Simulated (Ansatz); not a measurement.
# Profile along the Cu–Cu line in Al2Cu (Al2Cu type, space group I4/mcm)

Al₂Cu (Al2Cu type, space group I4/mcm)

```yaml
crystal:
  lattice:
    - [-3.02975, 3.02975, 2.43725]
    - [3.02975, -3.02975, 2.43725]
    - [3.02975, 3.02975, -2.43725]
  atoms:
    - { symbol: Al, position: [0.15828, 0.65828, 0.81655] }
    - { symbol: Al, position: [0.34172, 0.15828, 0.50000] }
    - { symbol: Al, position: [0.65828, 0.84172, 0.50000] }
    - { symbol: Al, position: [0.84172, 0.34172, 0.18345] }
    - { symbol: Cu, position: [0.75000, 0.75000, 0.00000] }
    - { symbol: Cu, position: [0.25000, 0.25000, 0.00000] }
```

Fields along a shortest Cu–Cu line of a (100) plane (2.44 Å), from Cu to Cu, interpolated on the slice's grid (step about 0.2 Å). These are PBE (plane waves to 420 eV, PAW, scalar-relativistic; Ansatz, an electronic-structure program) values and carry that method's errors. k mesh 12×12×12. Inside the PAW spheres the values are not all-electron values, and peaks at nuclei hang on which shells count as valence. Al2Cu is run without spin polarisation. Al2Cu was relaxed with its symmetry unable to fall.

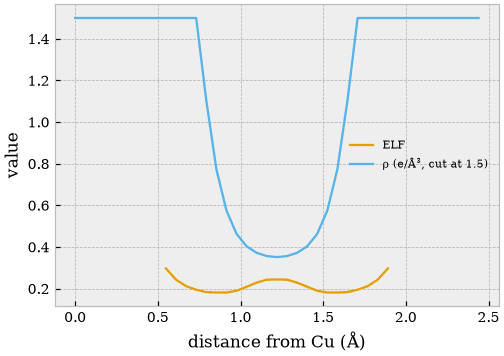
Figure: ELF (away from the nuclei) and valence density from Cu to Cu.

Density on the Cu–Cu line (2.44 Å) at its midpoint: 0.35 e/Å³. ELF at that point: 0.2.
